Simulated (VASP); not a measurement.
Band structure of AgCl (rock salt). All values below come from LDA (Ceperley-Alder, Perdew-Zunger) with spin-orbit coupling, VASP's LDA PAW potentials (set 64) (plane waves; VASP 6.6.1).

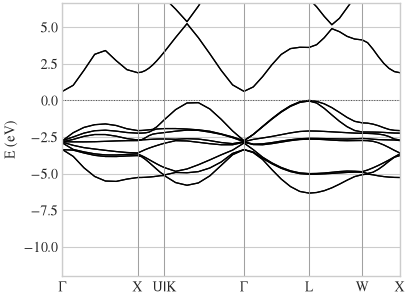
Bands along high-symmetry lines, zero at the valence-band maximum or, without a gap, the Fermi level

Task: Read the plot: is there a gap, and where are the band edges?

Result: The gap is indirect, 0.62 eV, from the valence maximum at L to the conduction minimum at Γ.

The compound is AgCl in the rock salt structure. It was relaxed first, which changed the volume by -10 %.
